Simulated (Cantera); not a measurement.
Feed: 1 mol C₃H₆, 49 mol H₂, at 10.0 mbar.

Equilibrium computed with Cantera from the NASA thermochemical tables; the gas is ideal and each condensed phase is pure. Candidate condensed phases: C, C₆H₆, C₇H₈, C₈H₁₈; 76 gas species. Kinetics and transport are ignored.

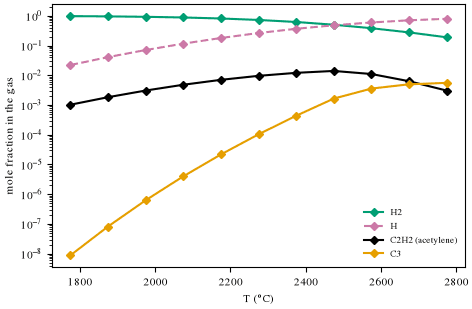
Figure: Equilibrium gas composition (values under 1e-9 drawn at 1e-9)

Read off the mole fractions at 1975 °C.

H₂ about 0.93, H about 0.071, C₂H₂ (acetylene) about 0.0031, C₃ about 6.3e-7.
